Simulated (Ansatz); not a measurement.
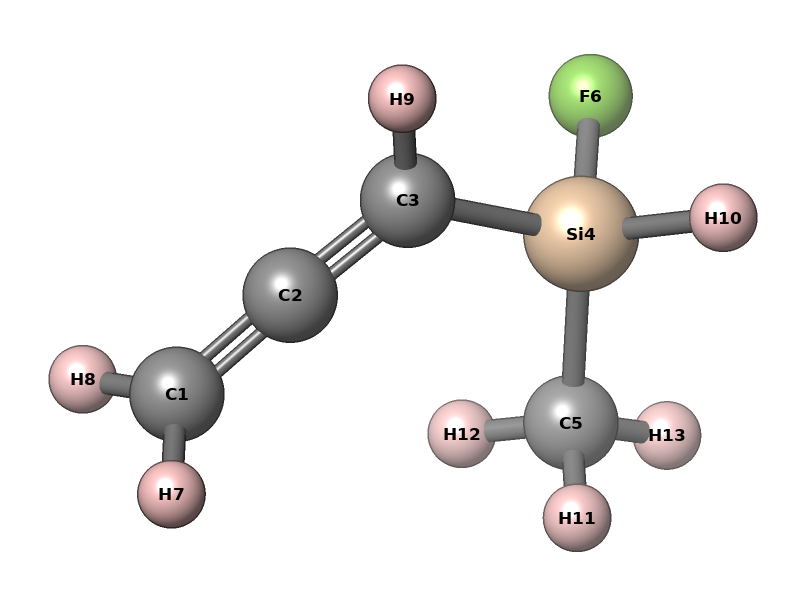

Distant atoms are faded towards the background colour. The geometry was computed by an optimisation with PBE-D4/def2-SVP. No frequency run is at hand to confirm it as a minimum.

Find the stereocentres and stereogenic double bonds.

Centres: Si4.

What are the Cahn–Ingold–Prelog descriptors?

Si4: R (priorities F6 > C3 > C5 > H10).
